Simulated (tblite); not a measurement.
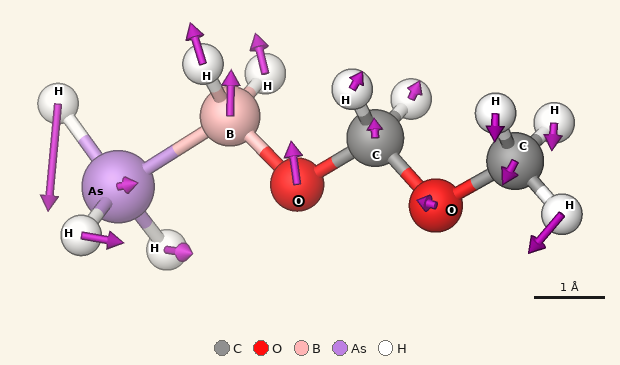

A relaxation of C2H10AsBO2. The starting structure is drawn; purple arrows show the displacements, at their true length. The two geometries are superimposed by the best rigid fit.

The picture is a ball-and-stick view, seen at a tilt.

Level of theory: GFN2-xTB geometry optimisation, gas phase (tblite). 

**Atoms of which element are displaced furthest, and by how much?**

Hydrogen: up to 1.57 Å, against 0.69 Å for boron.

**What did the optimiser do to the structure, and how much energy did it gain?**

The atom that moves furthest after the best rigid fit is an H atom (1.57 Å). By element the largest moves are H 1.57 Å, B 0.69 Å, O 0.65 Å, C 0.41 Å, As 0.34 Å. Some distances before and after: As–O 2.900 → 2.526 Å, As–B 2.052 → 2.186 Å, As–H 1.563 → 1.475 Å, As–H 1.571 → 1.520 Å. Among the angles between lasting bonds that change: B–As–H 100.6° → 147.5°, H–As–H 116.8° → 93.0°, O–B–As 108.9° → 85.6°. The energy falls by 1.630 eV in 72 geometry steps. Cost: 0.57 s on 1 thread of Intel(R) Xeon(R) Processor @ 2.70GHz (shared host).
